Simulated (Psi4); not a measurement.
**InPH4O (SMILES O[PH][InH2]): B3LYP/def2-TZVP (core potential, sweep point 3)**

Aim: the energy change on altering one bond length of InPH4O at B3LYP/def2-TZVP (core potential, sweep point 3), from 2 runs. 

Program for the calculation: Psi4 1.11.

### 1 The structure to begin with

InPH4O has 7 atoms, charge 0, and is taken as a singlet. SMILES: `O[PH][InH2]`. The shape is that of a PBE0-D4/def2-TZVP optimisation. This is one conformer, not always the lowest.

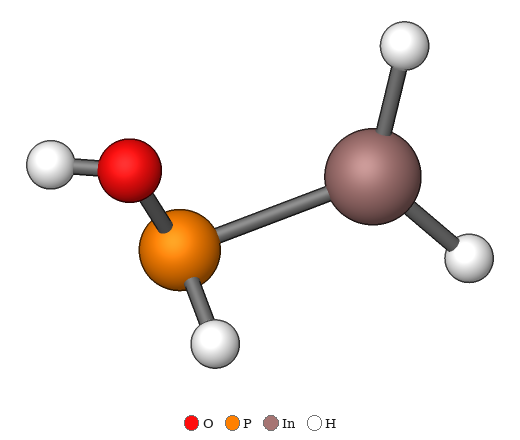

The structure, seen from a chosen angle (oxygen red, phosphorus orange, indium brown, hydrogen white).

### 2 The energy at B3LYP/def2-TZVP (core potential, sweep point 3)

The input, calc.inp:

```
memory 1600 mb

molecule {
  0 1
  O     -1.844500     0.146900     0.079200
  P     -0.622800    -0.370000    -0.935500
  In     1.396900     0.365900     0.345900
  H     -2.634300     0.311800    -0.441900
  H     -0.483700    -1.722100    -0.492200
  H      1.278200     1.623200     1.518000
  H      2.910100    -0.355700    -0.073500
  units angstrom
  symmetry c1
}

set basis def2-TZVP
set reference rks
set puream true
set scf_type pk
set dft_radial_points 99
set dft_spherical_points 590

energy("b3lyp")
```

Run with:

```
$ psi4 -i calc.inp -o calc.out -n 1
```

calc.out:

```text
[...]
    !!!  WARNING: ECP capability is in beta. Please check occupations closely.  !!!
[...]
  Running in c1 symmetry.
[...]
  Nuclear repulsion =  173.838427949718067
[...]
  Multiplicity = 1
[...]
  Nalpha       = 24
  Nbeta        = 24
[...]
    Number of basis functions: 142
[...]
   @RKS iter   1:  -608.94190488462436   -7.94806e-01   6.13271e-03 DIIS/ADIIS
[...]
   @RKS iter   9:  -609.23772906306829   -2.30024e-08   3.41838e-07 DIIS
[...]
    Orbital Energies [Eh]
    ---------------------
    Doubly Occupied:
       1A    -77.079699     2A    -19.143805     3A     -6.562005
       4A     -4.724951     5A     -4.721352     6A     -4.719215
       7A     -4.673743     8A     -3.082286     9A     -3.071344
      10A     -3.070442    11A     -1.025685    12A     -0.770309
      13A     -0.763824    14A     -0.762350    15A     -0.760943
      16A     -0.760386    17A     -0.623232    18A     -0.487039
      19A     -0.428459    20A     -0.411016    21A     -0.364807
      22A     -0.295853    23A     -0.283550    24A     -0.231701
[...]
  @RKS Final Energy:  -609.23772906306829
   => Energetics <=
    Nuclear Repulsion Energy =            173.8384279497180671
    One-Electron Energy =               -1259.7097227496710730
    Two-Electron Energy =                 517.1773259786742756
    DFT Exchange-Correlation Energy =     -40.5437602417896841
    Empirical Dispersion Energy =           0.0000000000000000
    VV10 Nonlocal Energy =                  0.0000000000000000
    Total Energy =                       -609.2377290630682865
[...]
 Multipole Moments:
 ------------------------------------------------------------------------------------
     Multipole            Electronic (a.u.)      Nuclear  (a.u.)        Total (a.u.)
 ------------------------------------------------------------------------------------
 L = 1.  Multiply by 2.5417464519 to convert [e a0] to [Debye]
 Dipole X            :         49.5167062          -49.7509560           -0.2342498
 Dipole Y            :         11.9426631          -11.9436085           -0.0009454
 Dipole Z            :         17.2976041          -17.4908515           -0.1932474
 Magnitude           :                                                    0.3036749
[...]
```

Run time: 17 s. Hardware: 1 thread of Intel Xeon 6975P-C (Granite Rapids), shared host; peak memory 1.1 GiB.

### 3 The distorted shape at the same level

The input, h4inop.in:

```
memory 1600 mb

molecule {
  0 1
  O     -1.749539    -0.858947    -0.858486
  P     -0.527839    -1.375847    -1.873186
  In     1.491861    -0.639947    -0.591786
  H     -2.539339    -0.694047    -1.379586
  H     -0.388739    -2.727947    -1.429886
  H      1.278200     1.623200     1.518000
  H      3.005061    -1.361547    -1.011186
  symmetry c1
}

set puream true
set scf_type pk
set dft_radial_points 99
set dft_spherical_points 590

e, wfn = energy("b3lyp/def2-TZVP", return_wfn=True)
```

Run with:

```
$ psi4 -i h4inop.in -o h4inop.out -n 1
```

h4inop.out:

```text
[...]
    !!!  WARNING: ECP capability is in beta. Please check occupations closely.  !!!
[...]
  Running in c1 symmetry.
[...]
  Nuclear repulsion =  170.145907393159916
[...]
  Multiplicity = 1
[...]
  Nalpha       = 24
  Nbeta        = 24
[...]
    Number of basis functions: 142
[...]
   @RKS iter   1:  -608.66969164432862   -6.21210e-01   6.63400e-03 ADIIS/DIIS
[...]
   @RKS iter  10:  -609.14232526542139   -2.03156e-07   7.95214e-07 DIIS
[...]
    Orbital Energies [Eh]
    ---------------------
    Doubly Occupied:
       1A    -77.107029     2A    -19.161664     3A     -6.588854
       4A     -4.751368     5A     -4.748446     6A     -4.746242
       7A     -4.699997     8A     -3.106698     9A     -3.099726
      10A     -3.096309    11A     -1.043004    12A     -0.793584
      13A     -0.789695    14A     -0.788143    15A     -0.786885
      16A     -0.782801    17A     -0.644458    18A     -0.506156
      19A     -0.435315    20A     -0.426432    21A     -0.376054
      22A     -0.303707    23A     -0.263141    24A     -0.218692
[...]
  @RKS Final Energy:  -609.14232526542139
   => Energetics <=
    Nuclear Repulsion Energy =            170.1459073931599164
    One-Electron Energy =               -1251.3046236561140176
    Two-Electron Energy =                 512.4665597190605695
    DFT Exchange-Correlation Energy =     -40.4501687215278025
    Empirical Dispersion Energy =           0.0000000000000000
    VV10 Nonlocal Energy =                  0.0000000000000000
    Total Energy =                       -609.1423252654213911
[...]
 Multipole Moments:
 ------------------------------------------------------------------------------------
     Multipole            Electronic (a.u.)      Nuclear  (a.u.)        Total (a.u.)
 ------------------------------------------------------------------------------------
 L = 1.  Multiply by 2.5417464519 to convert [e a0] to [Debye]
 Dipole X            :         49.4541614          -49.8780807           -0.4239193
 Dipole Y            :          9.6552612          -10.5970767           -0.9418155
 Dipole Z            :         15.0983102          -16.2355672           -1.1372570
 Magnitude           :                                                    1.5362544
[...]
```

Run time: 17 s. Hardware: 1 thread of Intel Xeon 6975P-C (Granite Rapids), shared host; peak memory 1.1 GiB.

### 4 Results

Level: B3LYP/def2-TZVP (core potential, sweep point 3).

| quantity | value |
| --- | --- |
| first shape: total energy | -609.23773 Eh |
| first shape: dipole moment | 0.77 D |
| first shape: HOMO energy | -6.30 eV |
| first shape: LUMO energy | -2.06 eV |
| first shape: HOMO–LUMO gap | 4.25 eV |
| distorted shape: total energy | -609.14233 Eh |
| distorted shape: dipole moment | 3.90 D |
| distorted shape: HOMO energy | -5.95 eV |
| distorted shape: LUMO energy | -3.20 eV |
| distorted shape: HOMO–LUMO gap | 2.75 eV |
| energy change with the In3–H6 bond stretched from 1.723 to 3.101 Å | 2.596 eV |

What this shows: With the In3–H6 bond stretched from 1.723 to 3.101 Å the energy rises by 2.60 eV (250 kJ/mol). The first shape isn't relaxed at this level, so the change isn't measured from a minimum. A restricted reference can't describe the breaking bond well at this length.
